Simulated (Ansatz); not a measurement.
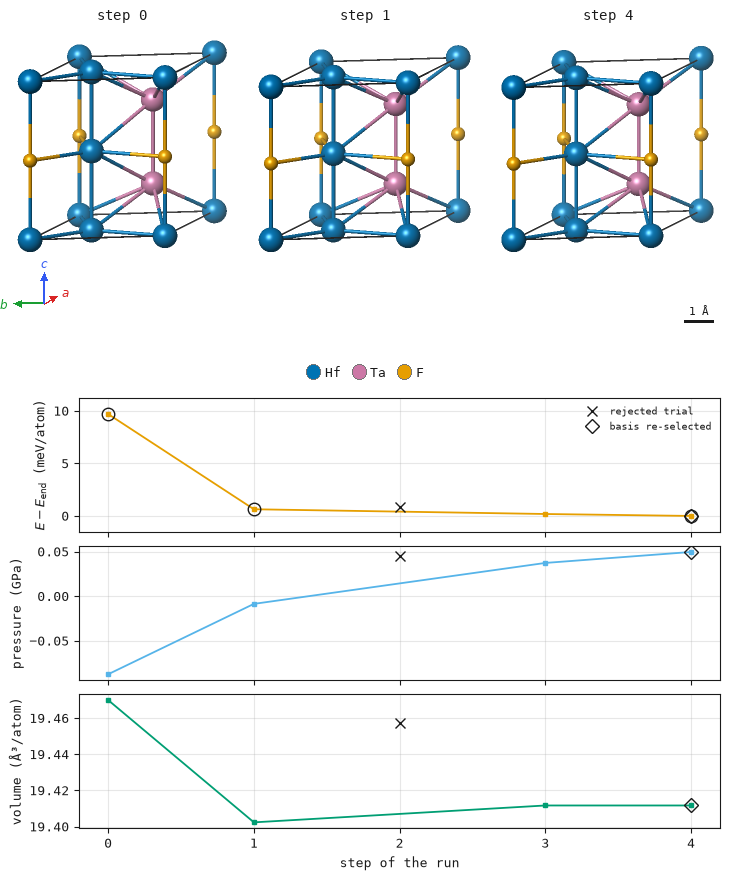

Frames of a relaxation of crystalline Hf3Ta2F (a generated structure, set up in P-6m2) (coarse preliminary run), marked on the history of the run. A ball-and-stick model of the cell of the calculation, seen from a free direction.

Theory: Ansatz, DFT PBE, scalar-relativistic, plane waves, PAW. Set-up: plane-wave cutoff 420 eV; k-point mesh 6 × 6 × 4; occupations gaussian; smearing width 0.1 eV; no spin polarisation; cell and atoms relaxed; force threshold 0.04 eV/Å; at most 70 steps.

### What happens along the run?

The largest moves relative to the cell, 0.021 Å, are those of Ta atoms. Hf and F stay in place. Cell: a = b 4.851 → 4.937 Å (+1.8 %), c 5.733 → 5.519 Å (−3.7 %). Volume −0.3 %. Some distances before and after: Ta–Ta 3.043 → 2.887 Å, F–Hf 2.866 → 2.759 Å, Hf–Hf 2.866 → 2.759 Å, Ta–Ta 2.690 → 2.632 Å. The space group stays P-6m2 (No. 187). The energy falls by 9.7 meV per atom in 2 accepted moves (4 points after the start). The largest force component goes from 0.022 to 0.021 eV/Å. Pressure: −0.09 GPa at the start and 0.05 GPa at the end. The line search rejected the trial step at point 2 of the run. At 1 point the geometry stayed and the basis and grid were re-selected for the new cell (energy shift of 0.2 meV per atom at most each time). From step 0 to 1: Ta atoms move most (0.03 Å), volume −0.3 %, energy −9.1 meV per atom. From step 1 to 4: energy −0.6 meV per atom.
